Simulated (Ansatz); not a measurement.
**Convergence study of the k-point mesh for MnCuO2 (Cm, 4 atoms in the cell)**

```yaml
crystal:
  lattice:
    - [2.77368, -1.43915, 0.00000]
    - [2.77368, 1.43915, 0.00000]
    - [-1.41114, 0.00000, 5.67229]
  atoms:
    - { symbol: Mn, position: [0.00224, 0.00224, 0.00881], spin: 4.0 }
    - { symbol: Cu, position: [0.50000, 0.50000, 0.50000] }
    - { symbol: O, position: [0.59504, 0.59504, 0.82003] }
    - { symbol: O, position: [0.40496, 0.40496, 0.17997] }
```
(The spins are starting values, not results.)

Method of the run: LDA (PW92)+U, default PAW files made with PBE (plane waves; Ansatz, a first-principles code).

Base settings: basis.ecutwfc = 420 eV; kpoints.mp_grid.grid = 8 8 4; hamiltonian.xc = lda; hamiltonian.pseudopotentials = {kind: paw} (the program's default PAW files); hamiltonian.hubbard.sites = [{species: Mn, l: d, u_eff: 3.9}] eV; hamiltonian.hubbard.projectors = ortho-atomic; magnetization.spin_polarized = true; scf.occupations.method = gaussian; scf.occupations.width = 0.1 eV.

The second cell is the first with its lattice scaled by 0.98.

Only quantities that move along the ladder and can be compared are tabulated.

These are the values that this program gave, and no reference: magnets with a U can end in a higher state.

The count of work is k-points × plane waves × bands × iterations; it is no time. Core times come from one kind of shared machine, to one figure; runs under 30 s give none.

The starting cell comes from a database of computed structures (which also holds hypothetical and non-ambient phases and stackings), without a prior relaxation at this level. Its lattice was rescaled by up to half a per cent. One atom was moved a little off its site on purpose. With one magnetic atom in the cell only a parallel order is possible. With U or open f shells several self-consistent states can exist. In the base run, forces exceed 1 eV/Å. Ansatz's pressure includes its estimate of the finite-basis (Pulay) stress.

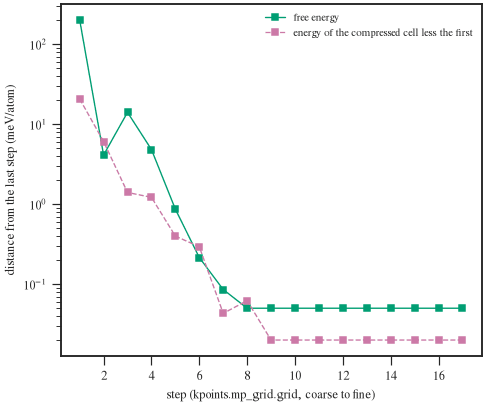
*Distance from the last step along the ladder; very small values are drawn at a floor.*

```csv
kpoints.mp_grid.grid,free energy less the last step's (meV/atom),energy of the compressed cell less the first (meV/atom),pressure (GPa),largest difference of a force vector from the last step's (eV/Å),count of work / last,core time / last (rough)
2 2 1,201.57,32.98,2.12,0.541,0.0032,–
3 3 1,-4.12,6.16,-3.84,0.179,0.0042,–
3 3 2,-14.09,10.83,-2.70,0.080,0.011,–
4 4 2,4.83,13.45,-2.12,0.033,0.015,–
5 5 2,0.87,11.83,-2.45,0.031,0.018,–
5 5 3,-0.22,11.94,-2.41,0.001,0.025,–
6 6 3,0.09,12.27,-2.35,0.003,0.031,–
7 7 3,-0.04,12.29,-2.37,0.003,0.040,–
7 7 4,-0.02,12.24,-2.37,0.002,0.055,–
8 8 4,-0.01,12.23,-2.37,0.001,0.092,0.07
9 9 4,0.03,12.23,-2.37,0.000,0.087,0.08
10 10 5,0.00,12.25,-2.37,0.000,0.13,0.1
11 11 5,0.00,12.22,-2.37,0.000,0.15,0.2
12 12 6,-0.02,12.24,-2.37,0.000,0.22,0.2
14 14 6,0.00,12.23,-2.37,0.000,0.30,0.2
15 15 7,-0.01,12.24,-2.37,0.000,0.47,0.4
17 17 8,0.01,12.23,-2.37,0.000,0.57,0.4
20 20 9,0.00,12.23,-2.37,0.000,1.0,1
```

Coarsest kpoints.mp_grid.grid that holds the energy of the compressed cell less the first within 0.2 meV/atom of the last step, with all finer ones: 6 6 3, at 0.031 of the last step's count of work; the step before is off by 0.29 meV/atom.

Coarsest kpoints.mp_grid.grid that holds the forces within 0.02 eV/Å of the last step, with all finer ones: 5 5 3, at 0.025 of the last step's count of work; the step before is off by 0.031 eV/Å.

Coarsest kpoints.mp_grid.grid that holds the pressure within 0.05 GPa of the last step, with all finer ones: 5 5 3, at 0.025 of the last step's count of work; the step before is off by 0.08 GPa.

Left out of this page: 1 run of the series stopped by limits of time or memory.

Keys are those of Ansatz 0.2.
